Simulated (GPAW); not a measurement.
# Quasiparticle gap of BN (P6_3/mmc) in GPAW, part 2 of 2

How does a plane-wave GW calculation on BN (P6_3/mmc) run from the first input to the gap?

GPAW 26.7.0; PBE and many-body steps on it, plane waves. Known limits of the many-body steps: not at the basis limit; coarse k mesh.

So far. Step 3 (Bands along the symmetry lines): The gap is 4.256 eV, −0.144 eV from the run before at this level. Step 4 (Empty states on the mesh, 6×6×4 mesh, 433 bands): On this mesh the gap is 4.281 eV.

The database entry behind the starting cell differs from later determinations by our own check (about 0.3 % short, minor phase), so it need not match the best structure at ambient conditions.

**5. Screening and self-energy, 6×6×4 mesh, 196 bands, screening to 180 eV**

G0W0 replaces the xc potential by the self-energy, built once from these orbitals. Only a window of levels is corrected, while the sums run over the empty bands that the input names.

This step: G0W0 on PBE, plane waves, PAW.

Input file run.py:

```python
import json
import numpy as np
from gpaw.mpi import world
from gpaw.response.g0w0 import G0W0

gw = G0W0('full.gpw',
    filename='gw',
    kpts=[0, 16, 21],
    bands=(6, 10),
    ecut=180,
    nbands=196,
    integrate_gamma='WS',
    ppa=True)
gw.calculate()
res = {mode: {k: v for k, v in r.items() if k != 'sigma_eskwn'}
       for mode, r in gw.all_results.items()}

if world.rank == 0:
    with open('result.json', 'w') as f:
        json.dump(res, f, default=lambda x: x.tolist())
```

Started as:

```
$ mpirun -n 8 gpaw python run.py
```

Numbers of over 12 decimals in the logs are rounded to 6 here.

The log of the run:

```text
Using integrator: PointIntegrator
FrequencyGridDescriptor(from 0.000+0.000j to 0.000+27.211j eV, 2 points)
Nonperiodic BCs:  [False False False]
Using integrator: PointIntegrator
FrequencyGridDescriptor(from 0.000+0.000j to 0.000+27.211j eV, 2 points)
Nonperiodic BCs:  [False False False]
  ___  _ _ _
 |   || | | |
 | | || | | |
 |__ ||_____|
 |___|

BZ k-points: Symmetries present (total): 12

  [... matrices ...]
144 k-points: 6 x 6 x 4 Monkhorst-Pack grid + [1/12,1/12,1/8]
24 k-points in the irreducible part of the Brillouin zone
       k-points in crystal coordinates                weights
   0:     0.00000000    0.00000000    0.00000000          1/144
   1:     0.00000000    0.00000000    0.25000000          2/144
   2:     0.00000000    0.00000000    0.50000000          1/144
   3:     0.16666667    0.00000000   -0.25000000          6/144
   4:     0.16666667    0.00000000    0.00000000          6/144
   5:     0.16666667    0.00000000    0.25000000          6/144
   6:     0.16666667    0.00000000    0.50000000          6/144
   7:     0.33333333   -0.16666667    0.00000000          6/144
   8:     0.33333333   -0.16666667    0.25000000         12/144
   9:     0.33333333   -0.16666667    0.50000000          6/144
          ...
  23:     0.50000000    0.50000000    0.50000000          3/144

Distributing spins, k-points and bands (1 x 3 x 4) over 8 processes
Number of blocks: 1

Quasi particle states:
k-points (IBZ indices): [0, 16, 21]
Band range: (6, 10)
  [... matrices ...]
Computational parameters:
Plane wave cut-off: 180 eV
Number of bands: 196
Coulomb cutoff: None
Broadening: 0.1 eV

fxc modes: GW
Kernel: RPA
Using Godby-Needs plasmon-pole approximation:
  Fitting energy: i*E0, E0 = 1.000 Hartree
Summing all q:

Calculating screened Coulomb potential
No Coulomb truncation
FrequencyGridDescriptor(from 0.000+0.000j to 0.000+27.211j eV, 2 points)
Removing empty qpoint cache files...

Calculating chi0 body with:
    Ground state adapter containing:
    Number of spins: 1
    Number of kpoints: 144
    Number of irreducible kpoints: 24
    Number of completely occupied states: 8
    Number of partially occupied states: 8
    Occupied states memory: 1.0986328125 M / cpu

    Linear response parametrization:
    q_c: [1.3877787807814457e-17, 1.3877787807814457e-17, 0.0]
    Number of frequency points: 2
    Planewave cutoff: 180.0
    Number of bands: 196
    Number of planewaves: 189
    Broadening (eta): 1e-06
    comm.size: 8
    kncomm.size: 8
    blockcomm.size: 1

    Memory estimate of potentially large arrays:
        chi0_wGG: 1.090118 M / cpu
Integrating chi0 body.

Symmetries of q_c:
    Direct symmetries (Uq -> q): 12
    Indirect symmetries (TUq -> q): 0
In total 12 allowed symmetries.

  [... matrices ...]
24 groups of equivalent kpoints. 83.333333% reduction.

Integral kind: response function
Integrating chi0 head and wings.

Symmetries of q_c:
    Direct symmetries (Uq -> q): 12
    Indirect symmetries (TUq -> q): 0
In total 12 allowed symmetries.

  [... matrices ...]
24 groups of equivalent kpoints. 83.333333% reduction.

Integral kind: response function wings

Calculating chi0 body with:
    Ground state adapter containing:
    Number of spins: 1
    Number of kpoints: 144
    Number of irreducible kpoints: 24
    Number of completely occupied states: 8
    Number of partially occupied states: 8
[... the further q-points ...]

Results:
f:      Occupation numbers
eps:     KS-eigenvalues [eV]
vxc:     KS vxc [eV]
exx:     Exact exchange [eV]
sigma:   Self-energies [eV]
dsigma:  Self-energy derivatives
Z:       Renormalization factors
qp:      QP-energies [eV]

k-point 0 (0): (0.000, 0.000, 0.000)                GW
band       f     eps     vxc     exx   sigma  dsigma       Z      qp
                                                                   GW
   6   1.000   2.803 -19.229 -23.640   2.953  -0.233   0.811   1.620
   7   1.000   2.803 -19.229 -23.640   2.953  -0.233   0.811   1.620
   8   0.000   9.341  -9.160  -4.971  -3.918  -0.172   0.853   9.572
   9   0.000  14.441 -14.371  -7.785  -5.200  -0.175   0.851  15.621

k-point 1 (16): (0.333, 0.333, 0.500)                GW
band       f     eps     vxc     exx   sigma  dsigma       Z      qp
                                                                   GW
   6   1.000   4.082 -17.193 -20.569   2.185  -0.243   0.805   3.123
   7   1.000   4.082 -17.193 -20.569   2.185  -0.243   0.805   3.123
   8   0.000   8.736 -11.569  -6.203  -4.366  -0.202   0.832   9.567
   9   0.000   8.736 -11.569  -6.203  -4.366  -0.202   0.832   9.567

k-point 2 (21): (0.500, 0.500, 0.000)                GW
band       f     eps     vxc     exx   sigma  dsigma       Z      qp
                                                                   GW
   6   1.000   2.630 -15.336 -19.175   2.372  -0.243   0.805   1.449
   7   1.000   3.645 -16.958 -20.567   2.347  -0.246   0.803   2.632
   8   0.000   8.363 -10.798  -5.817  -4.163  -0.191   0.840   9.050
   9   0.000   9.741 -13.171  -7.602  -4.378  -0.212   0.825  10.725
```

Run time: 97 s. Hardware: 8 MPI ranks of Intel Xeon 6975P-C (Granite Rapids), shared host; peak memory 2.5 GiB; 13 min of CPU time.

Numbers from this step:

| Quantity | Value |
| --- | --- |
| G0W0 gap on the points computed | 5.927 eV |
| least direct G0W0 gap on the computed points | 6.418 eV |
| Z at the valence top | 0.8047 |
| Z at the conduction bottom | 0.8396 |
| starting gap on the mesh | 4.281 eV |
| k of the valence top | 0.3333, 0.3333, 0.5 |
| k of the conduction bottom | 0.5, 0.5, 0 |

The gap on the mesh goes from 4.28 eV to 5.93 eV, a correction of +1.65 eV. The start differs from the 4.40 eV found before because the two sample other k points.

Limits: finite bands, cutoff and mesh; coarse k mesh. v1 is the top filled band, c1 the lowest empty one. The levels before and after the correction (eV, zero at the valence-band top of each column):

```
           conduction bottom  valence top
Kohn-Sham               4.28         0.00
     G0W0               5.93         0.00
```

```
                             level  energy (eV)
Kohn-Sham  (0.333 0.333 0.5) v2-v1        0.000
Kohn-Sham  (0.333 0.333 0.5) c1-c2        4.654
Kohn-Sham           (0.5 0.5 0) v2       -1.452
Kohn-Sham           (0.5 0.5 0) v1       -0.437
Kohn-Sham           (0.5 0.5 0) c1        4.281
Kohn-Sham           (0.5 0.5 0) c2        5.659
     G0W0  (0.333 0.333 0.5) v2-v1        0.000
     G0W0  (0.333 0.333 0.5) c1-c2        6.444
     G0W0           (0.5 0.5 0) v2       -1.674
     G0W0           (0.5 0.5 0) v1       -0.491
     G0W0           (0.5 0.5 0) c1        5.927
     G0W0           (0.5 0.5 0) c2        7.601
```

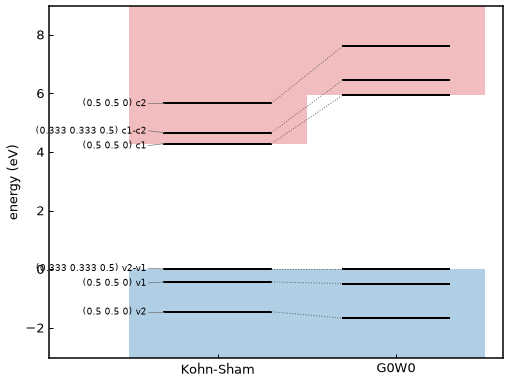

Levels before and after the correction. Shaded: valence and conduction bands.

**6. Where the time went**

Times are wall times on 8 MPI ranks of Intel Xeon 6975P-C (Granite Rapids), shared host, good to a factor of about two.

```
                          step   time  share  memory (GiB)
                  ground state    4 s    4 %           1.2
bands along the symmetry lines  4.1 s    4 %           1.3
      empty states on the mesh  6.5 s    6 %           2.4
     screening and self-energy   97 s   87 %           2.5
```

**7. What came out**

```yaml
pbe_gap: 4.26 eV, indirect
g0w0_gap_on_the_mesh: 5.93 eV
g0w0_gap_over_the_zone_rigid_shift: 5.90 eV
gw_settings: 6×6×4 mesh, 196 bands, screening to 180 eV, Godby-Needs plasmon pole
known_limits: not at the basis limit; coarse k mesh
```

**Reading.** G0W0 moves the gap on the mesh from 4.28 eV to 5.93 eV (+1.65 eV), with Z of 0.80 and 0.84 at the edges. The mesh misses the band edges by 0.03 eV in all; a rigid shift gives 5.90 eV for the zone. Only 3 of the mesh's irreducible points were corrected, so a valley elsewhere could overtake. The dearest step here is «screening and self-energy». Bands and cutoff are finite, so the gap is not at the basis limit. The miss can reach some tenths of an eV and take either sign; the mesh is an error of its own. These stock PAW sets were not made for GW. In the G0W0 run levels were corrected at 3 k points alone, so a gap called «on the mesh» is the least over those, and an edge elsewhere would be missed. The 6×6×4 mesh is coarse for this cell, which bears on the long-range parts of exchange and screening.

[Paths, hosts, dates, memory and timing lines, banners, echoed tables and standing remarks are left out of the program output.]

[Logs are printed without paths, hosts, clocks, repeated set-up lines and the standing remarks that a program may print on its own settings, such as how far it seeks lower states.]

[Runs of the session that timed out or met a known fault of the program may be left out.]

[Hosts, paths, dates, database ids (printed as entryN), source tags and the programs' standing remarks are cut or masked in the printed files.]
